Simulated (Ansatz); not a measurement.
**Single-point calculation, with input and output: CuF$_{2}$ (charge +1)**

The run: single-point calculation of CuF$_{2}$, charge +1. Method and program: RHF-CCSD(T), frozen core with 3s3p of Cu, Zn/def2-TZVPP (Ansatz 0.2.0).

The geometry comes from this level: PBE-D4/def2-TZVP.

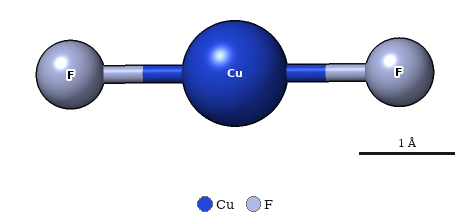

The structure as given in the input (ball-and-stick view, seen on its broad side). Sticks mark near contacts.

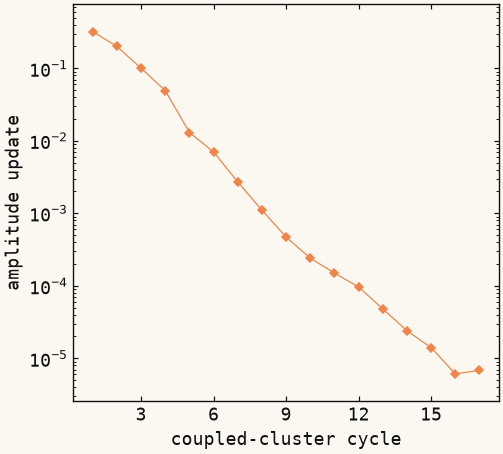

Convergence of the coupled-cluster equations: amplitude update against the coupled-cluster cycle. The residual falls almost steadily, with no more than small rises.

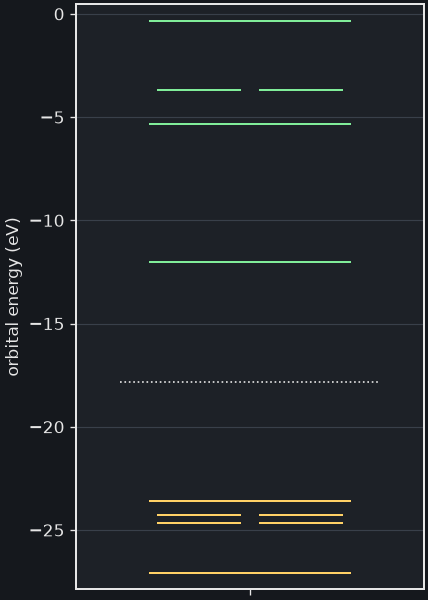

Orbital energies near the frontier; the dotted line parts filled from empty levels, and levels within 0.02 eV of each other stand side by side. Highest filled −23.59 eV, lowest empty −12.04 eV, 11.55 eV apart.

The input that produced these results follows, with the program's output.

The input:
```yaml
crystal:
  periodic: [false, false, false]
  atoms:
    - {symbol: Cu, position_ang: [0.000083, 0.000051, -0.000119]}
    - {symbol: F, position_ang: [-0.347487, 1.637384, 0.466690]}
    - {symbol: F, position_ang: [0.347404, -1.637435, -0.466571]}
basis:
  gaussian: {orbitals: def2-TZVPP, initial_orbitals: start.molden}
total_charge: 1
correlation: {method: ccsd_t, frozen_orbitals: {Cu: 9, F: 1}}
scf: {omitted_lower_state_checks: [starts]}
output: {orbitals: {seedname: orbitals}}
```

Command:
```bash
ansatz run in.yaml --threads 4 --pin off --events-out ev --progress --plain --max-ram 3916MiB
```

Log:
```
Functional definition: HF
  name "HF"
  cite "Fock, Z. Phys. 61, 126 (1930) doi:10.1007/BF01340294"
  parent pbe
  exchange = exact_x
  correlation = 0
these checks for a lower state are left out or cut short: starts
867 factors; integrals over basis functions are off by at most 1.2e-3 eV
mean field evaluation 1: about -49995.8295 eV, gradient 3.3e1 eV
mean field evaluation 2: about -49997.6904 eV, gradient 2.5e0 eV
mean field evaluation 4: about -49997.9497 eV, gradient 1.5e0 eV
mean field evaluation 8: about -49997.9547 eV, gradient 7.0e-4 eV
mean field -49997.95474504 eV, -1837.3909470493 hartree, gradient 3.6e-6 eV, S^2 0.000000; 0 other end points of the search recorded, 0 dependent functions left out; unrestricted orbitals would lower it
mean field evaluation 16: about -49997.9568 eV, gradient 1.5e1 eV
mean field evaluation 32: about -49996.6569 eV, gradient 1.1e1 eV
mean field evaluation 64: about -49997.9547 eV, gradient 7.1e-5 eV
mean field evaluation 96: about -50000.9964 eV, gradient 3.4e0 eV
mean field evaluation 128: about -50000.9458 eV, gradient 2.9e0 eV
mean field evaluation 160: about -49997.9547 eV, gradient 5.2e-2 eV
unrestricted determinant -50001.71595260 eV, -1837.5291688777 hartree, S^2 1.0082
11 core orbitals not correlated: weight in the atoms' cores, before any rotation towards them, 0.999 or more for the frozen orbitals, at most 0.000 for the correlated occupied ones
reference -49997.95474504 eV, -1837.3909470493 hartree; 12, 12 occupied and 103, 103 virtual orbitals, 867 factors
second order -25.84754954 eV of doubles, -0.00000000 eV of singles
cycle   1  -23.15347804 eV  change     2.7e0 eV  update   3.2e-1
cycle   2  -24.79061514 eV  change    -1.6e0 eV  update   2.0e-1
cycle   3  -25.40373114 eV  change   -6.1e-1 eV  update   1.0e-1
cycle   4  -25.47227648 eV  change   -6.9e-2 eV  update   4.9e-2
cycle   5  -25.39880846 eV  change    7.3e-2 eV  update   1.3e-2
cycle   6  -25.42283113 eV  change   -2.4e-2 eV  update   7.0e-3
cycle   7  -25.43373094 eV  change   -1.1e-2 eV  update   2.7e-3
cycle   8  -25.43341042 eV  change    3.2e-4 eV  update   1.1e-3
cycle   9  -25.43338757 eV  change    2.3e-5 eV  update   4.7e-4
cycle  10  -25.43364947 eV  change   -2.6e-4 eV  update   2.4e-4
cycle  11  -25.43354412 eV  change    1.1e-4 eV  update   1.5e-4
cycle  12  -25.43339104 eV  change    1.5e-4 eV  update   9.6e-5
cycle  13  -25.43349523 eV  change   -1.0e-4 eV  update   4.8e-5
cycle  14  -25.43342972 eV  change    6.6e-5 eV  update   2.4e-5
cycle  15  -25.43345598 eV  change   -2.6e-5 eV  update   1.4e-5
cycle  16  -25.43348078 eV  change   -2.5e-5 eV  update   6.1e-6
cycle  17  -25.43348405 eV  change   -3.3e-6 eV  update   6.8e-6
perturbative correction -1.48177505 eV, -0.0544542288 hartree
Total energy: -50024.87000414 eV, -1838.3800645775 hartree
Checks for a lower state left out: starts
```

Key numbers:

```tsv
quantity	value
outcome	converged
total energy	−50024.8700 eV
mean-field energy	−49997.9547 eV
CCSD correlation	−25.4335 eV
(T) correction	−1.4818 eV
T1 diagnostic	0.065
SCF solution under orbital rotations	stable within restricted orbitals
HOMO	−23.59 eV
LUMO	−12.04 eV
hardware	4 threads of Arm Neoverse V2, 23 GiB of memory available, shared host
wall time	8.5 s (CPU time 30 s)
peak memory	0.45 GiB
```
